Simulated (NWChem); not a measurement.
**SiO (SMILES O=[Si]) at HF/aug-pcseg-0**

Wanted: a geometry optimisation of SiO. 

The calculation is run with NWChem 7.3.0.

### 1 Starting point

SiO: 2 atoms, total charge 0, spin state singlet. SMILES: `O=[Si]`. The coordinates come from a PBE0-D4/def2-TZVP relaxation. The run starts from this shape.

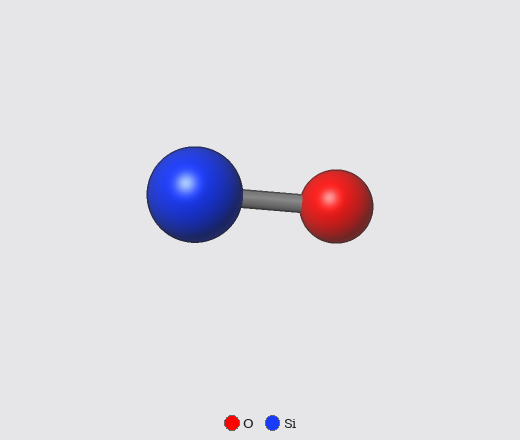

The structure, seen from a chosen angle (oxygen red, silicon blue).

### 2 A geometry optimisation at HF/aug-pcseg-0

The input, a.nw:

```
start a
title "OSi optimise"
memory stack 880 mb heap 220 mb global 1100 mb

geometry units angstrom
   O     -0.640700     0.231500    -0.324000
   Si     0.640700    -0.231500     0.324000
end

basis spherical bse
   * library aug-pcseg-0
end

scf
   thresh 1e-08
   maxiter 80
   print low
end

driver
   tight
   maxiter 40
end

task scf optimize
```

The run is started by

```sh
$ nwchem a.nw > a.out
```

What it wrote:

```text
Northwest Computational Chemistry Package (NWChem) 7.3.0
             --------------------------------------------------------

           Job information
           ---------------

    nwchem branch   = 7.3.0
    use scalapack   = T
    input           = a.nw
    prefix          = a.
    data base       = ./a.db
    status          = startup
    nproc           =        1

           Memory information
           ------------------

    heap     =     28835838 doubles =      220.0 Mbytes
    stack    =    115343355 doubles =      880.0 Mbytes
    global   =    144179200 doubles =     1100.0 Mbytes (distinct from heap & stack)
    total    =    288358393 doubles =     2200.0 Mbytes
    verify   = yes
    hardfail = no

           Directory information
           ---------------------

  0 permanent = .
  0 scratch   = .

                                NWChem Input Module
                                -------------------

                                   OSi optimise
                                   ------------

 Scaling coordinates for geometry "geometry" by  1.889725989
 (inverse scale =  0.529177249)

 ORDER OF PRIMARY AXIS IS BEING SET TO 4
 C4V symmetry detected

          ------
          auto-z
          ------
  no constraints, skipping    0.0000000000000000
  no constraints, skipping    0.0000000000000000

                             Geometry "geometry" -> ""
                             -------------------------

 Output coordinates in angstroms (scale by  1.889725989 to convert to a.u.)

  No.       Tag          Charge          X              Y              Z
 ---- ---------------- ---------- -------------- -------------- --------------
    1 O                    8.0000     0.00000000     0.00000000    -0.96009938
    2 Si                  14.0000     0.00000000     0.00000000     0.54862822

      Atomic Mass
      -----------

      O                 15.994910
      Si                27.976930

 Effective nuclear repulsion energy (a.u.)      39.2833351966

            Nuclear Dipole moment (a.u.)
            ----------------------------
        X                 Y               Z
 ---------------- ---------------- ----------------
     0.0000000000     0.0000000000     0.0000000000

      Symmetry information
      --------------------

 Group name             C4v
 Group number             18
 Group order               8
 No. of unique centers     2

      Symmetry unique atoms

     1    2

                                Z-matrix (autoz)
                                --------

 Units are Angstrom for bonds and degrees for angles

      Type          Name      I     J     K     L     M      Value
      ----------- --------  ----- ----- ----- ----- ----- ----------
    1 Stretch                  1     2                       1.50873

            XYZ format geometry
            -------------------
     2
 geometry
 O                     0.00000000     0.00000000    -0.96009938
 Si                    0.00000000     0.00000000     0.54862822

 ==============================================================================
                                internuclear distances
 ------------------------------------------------------------------------------
       center one      |      center two      | atomic units |  angstroms
 ------------------------------------------------------------------------------
    2 Si               |   1 O                |     2.85108  |     1.50873
 ------------------------------------------------------------------------------
                         number of included internuclear distances:          1
 ==============================================================================

 Summary of "ao basis" -> "" (spherical)
 ------------------------------------------------------------------------------
       Tag                 Description            Shells   Functions and Types
 ---------------- ------------------------------  ------  ---------------------
 *                        aug-pcseg-0                 on all atoms

                           NWChem Geometry Optimization
                           ----------------------------

                                   OSi optimise

  no constraints, skipping    0.0000000000000000
 maximum gradient threshold         (gmax) =   0.000015
 rms gradient threshold             (grms) =   0.000010
 maximum cartesian step threshold   (xmax) =   0.000060
 rms cartesian step threshold       (xrms) =   0.000040
 fixed trust radius                (trust) =   0.300000
 maximum step size to saddle      (sadstp) =   0.100000
 energy precision                  (eprec) =   1.0D-07
 maximum number of steps          (nptopt) =   40
 initial hessian option           (inhess) =    0
 line search option               (linopt) =    1
 hessian update option            (modupd) =    1
 saddle point option              (modsad) =    0
 initial eigen-mode to follow     (moddir) =    0
 initial variable to follow       (vardir) =    0
 follow first negative mode     (firstneg) =    T
 apply conjugacy                    (opcg) =    F
 source of zmatrix                         =   autoz

          -------------------
          Energy Minimization
          -------------------

 Names of Z-matrix variables
    1

 Variables with the same non-blank name are constrained to be equal

 Using diagonal initial Hessian
 Scaling for Hessian diagonals: bonds = 1.00  angles = 0.25  torsions = 0.10

          --------
          Step   0
          --------

                         Geometry "geometry" -> "geometry"
                         ---------------------------------

 Output coordinates in angstroms (scale by  1.889725989 to convert to a.u.)
[... 14 lines left out ...]
            Nuclear Dipole moment (a.u.)
[... 49 lines left out ...]
       Final RHF  results
[... 2 lines left out ...]
         Total SCF energy =   -363.201063087361
      One-electron energy =   -581.467673770100
      Two-electron energy =    178.983275486116
 Nuclear repulsion energy =     39.283335196622
[... 15 lines left out ...]
@ ---- ---------------- -------- -------- -------- -------- -------- --------
@    0    -363.20106309  0.0D+00  0.05871  0.05871  0.00000  0.00000      0.4
[... 34 lines left out ...]
       Final RHF  results
[... 2 lines left out ...]
         Total SCF energy =   -363.203515904279
      One-electron energy =   -579.139667971975
      Two-electron energy =    177.819982789647
 Nuclear repulsion energy =     38.116169278049
[... 4 lines left out ...]
     step= 1.00 grad=-5.1D-03 hess= 2.7D-03 energy=   -363.203516 mode=accept
 new step= 1.00                   predicted energy=   -363.203516
[... 26 lines left out ...]
            Nuclear Dipole moment (a.u.)
[... 34 lines left out ...]
  The SCF is already converged
[... 1 line left out ...]
         Total SCF energy =   -363.203515904279
[... 14 lines left out ...]
@    1    -363.20351590 -2.5D-03  0.00021  0.00021  0.02520  0.04365      0.9
[... 34 lines left out ...]
       Final RHF  results
[... 2 lines left out ...]
         Total SCF energy =   -363.203515941847
      One-electron energy =   -579.147863345213
      Two-electron energy =    177.824078191897
 Nuclear repulsion energy =     38.120269211470
[... 4 lines left out ...]
     step= 1.00 grad=-6.7D-08 hess= 3.0D-08 energy=   -363.203516 mode=accept
 new step= 1.00                   predicted energy=   -363.203516
[... 26 lines left out ...]
            Nuclear Dipole moment (a.u.)
[... 34 lines left out ...]
  The SCF is already converged
[... 1 line left out ...]
         Total SCF energy =   -363.203515941847
[... 14 lines left out ...]
@    2    -363.20351594 -3.8D-08  0.00002  0.00002  0.00009  0.00016      1.2
[... 1 line left out ...]
                                Z-matrix (autoz)
                                --------

 Units are Angstrom for bonds and degrees for angles

      Type          Name      I     J     K     L     M      Value     Gradient
      ----------- --------  ----- ----- ----- ----- ----- ---------- ----------
    1 Stretch                  1     2                       1.55476    0.00002

  no constraints, skipping    0.0000000000000000
  no constraints, skipping    0.0000000000000000
  no constraints, skipping    0.0000000000000000
                                 NWChem SCF Module
                                 -----------------

                                   OSi optimise

  ao basis        = "ao basis"
  functions       =    30
  atoms           =     2
  closed shells   =    11
  open shells     =     0
  charge          =   0.00
  wavefunction    = RHF
  input vectors   = ./a.movecs
  output vectors  = ./a.movecs
  use symmetry    = T
  symmetry adapt  = T

 Forming initial guess at       1.2s

 Starting SCF solution at       1.2s

       Final RHF  results
       ------------------

         Total SCF energy =   -363.203515942311
      One-electron energy =   -579.148907042328
      Two-electron energy =    177.824599749318
 Nuclear repulsion energy =     38.120791350699

        Time for solution =      0.1s

 Line search:
     step= 1.00 grad=-9.7D-10 hess= 5.1D-10 energy=   -363.203516 mode=accept
 new step= 1.00                   predicted energy=   -363.203516
  no constraints, skipping    0.0000000000000000
  no constraints, skipping    0.0000000000000000
  no constraints, skipping    0.0000000000000000

          --------
          Step   3
          --------

                         Geometry "geometry" -> "geometry"
                         ---------------------------------

 Output coordinates in angstroms (scale by  1.889725989 to convert to a.u.)

  No.       Tag          Charge          X              Y              Z
 ---- ---------------- ---------- -------------- -------------- --------------
    1 O                    8.0000     0.00000000     0.00000000    -0.98310470
    2 Si                  14.0000     0.00000000     0.00000000     0.57163354

      Atomic Mass
      -----------

      O                 15.994910
      Si                27.976930

 Effective nuclear repulsion energy (a.u.)      38.1207913507

            Nuclear Dipole moment (a.u.)
            ----------------------------
        X                 Y               Z
 ---------------- ---------------- ----------------
     0.0000000000     0.0000000000     0.2608425028

      Symmetry information
      --------------------

 Group name             C4v
 Group number             18
 Group order               8
 No. of unique centers     2

      Symmetry unique atoms

     1    2

                                 NWChem SCF Module
                                 -----------------

                                   OSi optimise

  ao basis        = "ao basis"
  functions       =    30
  atoms           =     2
  closed shells   =    11
  open shells     =     0
  charge          =   0.00
  wavefunction    = RHF
  input vectors   = ./a.movecs
  output vectors  = ./a.movecs
  use symmetry    = T
  symmetry adapt  = T

  The SCF is already converged

         Total SCF energy =   -363.203515942311

                              NWChem Gradients Module
                              -----------------------

                         RHF ENERGY GRADIENTS

    atom               coordinates                        gradient
                 x          y          z           x          y          z
   1 O       0.000000   0.000000  -1.857798    0.000000   0.000000   0.000000
   2 Si      0.000000   0.000000   1.080231    0.000000   0.000000  -0.000000

  no constraints, skipping    0.0000000000000000

  ---- ---------------- -------- -------- -------- -------- -------- --------
@    3    -363.20351594 -4.6D-10  0.00000  0.00000  0.00001  0.00002      1.4
                                     ok       ok       ok       ok

                                Z-matrix (autoz)
                                --------

 Units are Angstrom for bonds and degrees for angles

      Type          Name      I     J     K     L     M      Value     Gradient
      ----------- --------  ----- ----- ----- ----- ----- ---------- ----------
    1 Stretch                  1     2                       1.55474   -0.00000

      ----------------------
      Optimization converged
      ----------------------

  ---- ---------------- -------- -------- -------- -------- -------- --------
@    3    -363.20351594 -4.6D-10  0.00000  0.00000  0.00001  0.00002      1.4
                                     ok       ok       ok       ok

                                Z-matrix (autoz)
                                --------

 Units are Angstrom for bonds and degrees for angles

      Type          Name      I     J     K     L     M      Value     Gradient
      ----------- --------  ----- ----- ----- ----- ----- ---------- ----------
    1 Stretch                  1     2                       1.55474   -0.00000

                         Geometry "geometry" -> "geometry"
                         ---------------------------------

 Output coordinates in angstroms (scale by  1.889725989 to convert to a.u.)

  No.       Tag          Charge          X              Y              Z
 ---- ---------------- ---------- -------------- -------------- --------------
    1 O                    8.0000     0.00000000     0.00000000    -0.98310470
    2 Si                  14.0000     0.00000000     0.00000000     0.57163354

      Atomic Mass
      -----------

      O                 15.994910
      Si                27.976930

 Effective nuclear repulsion energy (a.u.)      38.1207913507

            Nuclear Dipole moment (a.u.)
            ----------------------------
        X                 Y               Z
 ---------------- ---------------- ----------------
     0.0000000000     0.0000000000     0.2608425028

      Symmetry information
      --------------------

 Group name             C4v
 Group number             18
 Group order               8
 No. of unique centers     2

      Symmetry unique atoms

     1    2

                Final and change from initial internal coordinates
                --------------------------------------------------

                                Z-matrix (autoz)
                                --------

 Units are Angstrom for bonds and degrees for angles

      Type          Name      I     J     K     L     M      Value       Change
      ----------- --------  ----- ----- ----- ----- ----- ---------- ----------
    1 Stretch                  1     2                       1.55474    0.04601

 ==============================================================================
                                internuclear distances
 ------------------------------------------------------------------------------
       center one      |      center two      | atomic units |  angstroms
 ------------------------------------------------------------------------------
    2 Si               |   1 O                |     2.93803  |     1.55474
 ------------------------------------------------------------------------------
                         number of included internuclear distances:          1
 ==============================================================================

 Task  times  cpu:        1.4s     wall:        1.4s
 Total times  cpu:        1.4s     wall:        1.4s
```

It took 2 s on 1 thread of Intel Xeon 6975P-C (Granite Rapids), shared host; peak memory 0.1 GiB.

Step by step:

| step | energy from the first frame kept (eV) |
| --- | --- |
| 0 | 0.0000 |
| 1 | -0.0667 |
| 2 | -0.0667 |
| 3 | -0.0667 |

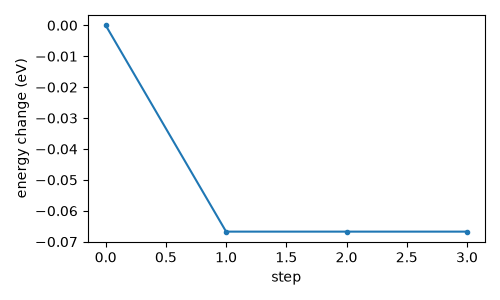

Energy along the run.

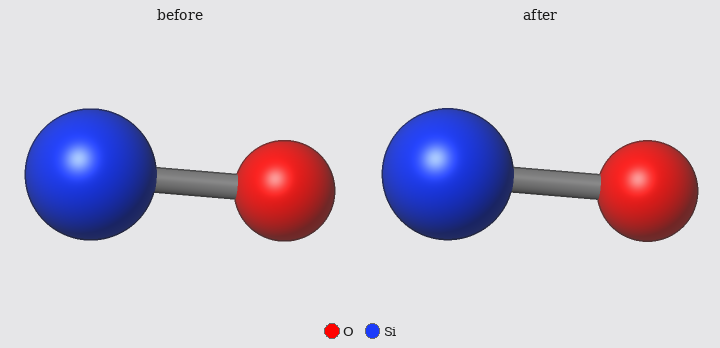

Before and after, at one scale.

After the run. Bond lengths: O1–Si2 1.555 Å.

### 3 Results

At HF/aug-pcseg-0:

| quantity | value |
| --- | --- |
| total energy at the end | -363.20352 Eh |
| bond length | 1.555 Å |

**Reading.** At the final geometry: Bond lengths: O1–Si2 1.555 Å. The optimisation took 4 steps and changed the energy by -0.067 eV.
